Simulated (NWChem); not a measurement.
**[PO3]− (metaphosphate (po31-) (8ci,9ci)) at B3LYP/IGLO-II (SMD dmso)**

What is the vertical ionisation energy of [PO3]− (metaphosphate (po31-) (8ci,9ci)) at B3LYP/IGLO-II (SMD dmso)? 

The results are computed with NWChem 7.3.0.

## Step 1: The structure to begin with

[PO3]−: 4 atoms, total charge -1, spin state singlet. SMILES: `O=P(=O)[O-]`. Geometry: relaxed at GFN2-xTB.

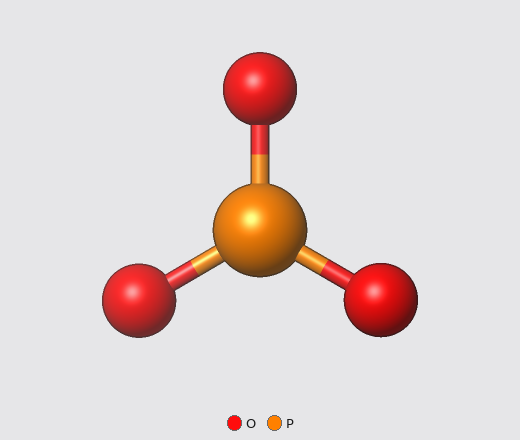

Viewed from a chosen angle; oxygen red, phosphorus orange.

## Step 2: Energy and forces at B3LYP/IGLO-II (SMD dmso)

struct.nw

```
start struct
memory 2200 mb
charge -1
geometry units atomic noautoz
  O    1.09596556  -0.79262673  -2.45173067
  P    0.00062361   0.00086927  -0.00024566
  O   -1.99747831   1.96111998   0.07184739
  O    0.90090803  -1.16934363   2.38012895
end
basis "ao basis" spherical
  * library iglo-ii
end
cosmo
  do_cosmo_smd true
  solvent dmso
end
dft
  xc b3lyp
  grid coarse
  direct
  print low
end
task dft gradient
```

On the command line:

```sh
$ nwchem struct.nw > struct.out
```

The program printed:

```text
[...]
 Group name             D3h
[...]
 d= 0,ls=0.0,diis     1   -566.9793414908 -7.35D+02  1.66D-02  5.56D+00     0.5
[...]
 d= 0,ls=0.0,diis     5   -567.3247855766 -6.18D-08  6.66D-07  4.15D-08     4.2
         Total DFT energy =     -567.324785576605
      One electron energy =    -1133.872701584717
           Coulomb energy =      441.422731503734
    Exchange-Corr. energy =      -49.480201113106
 Nuclear repulsion energy =      168.141779995029
             COSMO energy =        6.463605622454
[...]
                         DFT ENERGY GRADIENTS
    atom               coordinates                        gradient
                 x          y          z           x          y          z
   1 O       2.704904  -0.724777   0.000000   -0.010260   0.002749   0.000000
   2 P       0.000000   0.000000   0.000000    0.000000   0.000000   0.000000
   3 O      -0.724777   2.704904   0.000000    0.002749  -0.010260   0.000000
   4 O      -1.980127  -1.980127   0.000000    0.007511   0.007511  -0.000000
 Task  times  cpu:        5.6s     wall:        5.6s
 Total times  cpu:        5.6s     wall:        5.6s
```

Run time: 6.3 s. Hardware: 1 thread of Intel Xeon Platinum 8259CL at 2.50GHz (Skylake/Cascade Lake), shared host; peak memory 0.11 GiB.

## Step 3: Doublet neutral PO3

input.nw

```
start input
memory stack 880 mb heap 220 mb global 1100 mb
charge 0

geometry units angstroms noautosym nocenter noautoz
  O      0.579960    -0.419440    -1.297400
  P      0.000330     0.000460    -0.000130
  O     -1.057020     1.037780     0.038020
  O      0.476740    -0.618790     1.259510
end

basis spherical
  O library iglo-ii
  P library iglo-ii
end

cosmo
  do_cosmo_smd true
  solvent dmso
end

dft
  xc b3lyp
  mult 2
  grid coarse
  direct
  maxiter 150
end

task dft gradient
```

On the command line:

```sh
$ nwchem input.nw > input.out
```

The program printed:

```text
[...]
          Wavefunction type:  spin polarized.
          No. of atoms     :     4
          No. of electrons :    39
[...]
          Charge           :     0
          Spin multiplicity:     2
[...]
          AO basis - number of functions:   101
[...]
              XC Information
              --------------
                         B3LYP Method XC Potential
                     Hartree-Fock (Exact) Exchange  0.200
                        Slater Exchange Functional  0.800 local
                    Becke 1988 Exchange Functional  0.720 non-local
              Lee-Yang-Parr Correlation Functional  0.810
                  VWN I RPA Correlation Functional  0.190 local
[...]
 d= 0,ls=0.0,diis     1   -566.9437446386 -7.35D+02  5.62D-03  6.75D-01     1.2
[...]
 d= 0,ls=0.0,diis     5   -567.0853393049 -3.45D-07  2.22D-06  2.14D-07    14.6
[...]
         Total DFT energy =     -567.085339304927
      One electron energy =    -1115.097041567994
           Coulomb energy =      429.336527817798
    Exchange-Corr. energy =      -49.066068938557
 Nuclear repulsion energy =      168.141621901088
             COSMO energy =       -0.400378517262
[...]
      <S2> =      0.7609 (Exact =     0.7500)
[...]
  wavefunction    = open shell
                         DFT ENERGY GRADIENTS
    atom               coordinates                        gradient
                 x          y          z           x          y          z
   1 O       1.095965  -0.792627  -2.451730   -0.000466  -0.000706  -0.000918
   2 P       0.000624   0.000869  -0.000246   -0.000386   0.000032  -0.000184
   3 O      -1.997478   1.961120   0.071847   -0.000161   0.000301  -0.000079
   4 O       0.900908  -1.169344   2.380129    0.001012   0.000373   0.001182
[...]
```

Wall time 19 s (1 thread of Intel Xeon Platinum 8259CL at 2.50GHz (Skylake/Cascade Lake), shared host); peak memory 0.11 GiB.

## Step 4: Outcome

At B3LYP/IGLO-II (SMD dmso):

| quantity | value |
| --- | --- |
| singlet [PO3]−: total energy | -567.32479 Eh |
| singlet [PO3]−: solvent term in the energy | -232.8 kJ/mol |
| singlet [PO3]−: largest force on an atom | 0.546 eV/Å |
| doublet neutral PO3: total energy | -567.08534 Eh |
| doublet neutral PO3: dipole moment | 0.01 D |
| doublet neutral PO3: HOMO energy (highest over α and β) | -10.34 eV |
| doublet neutral PO3: LUMO energy (lowest over α and β) | -7.02 eV |
| doublet neutral PO3: solvent term in the energy | -25.2 kJ/mol |
| doublet neutral PO3: ⟨S²⟩ | 0.761 |
| doublet neutral PO3: largest force on an atom | 0.082 eV/Å |
| vertical detachment energy (to the doublet neutral) | 6.516 eV |

**Reading.** The vertical ionisation energy comes to 6.52 eV (629 kJ/mol). The largest force (singlet [PO3]−) is 0.55 eV/Å: the shape isn't a stationary point for this species at this level. The continuum is in equilibrium with both charges, so this lies below a true vertical value in solution, where the slow polarisation stays frozen.
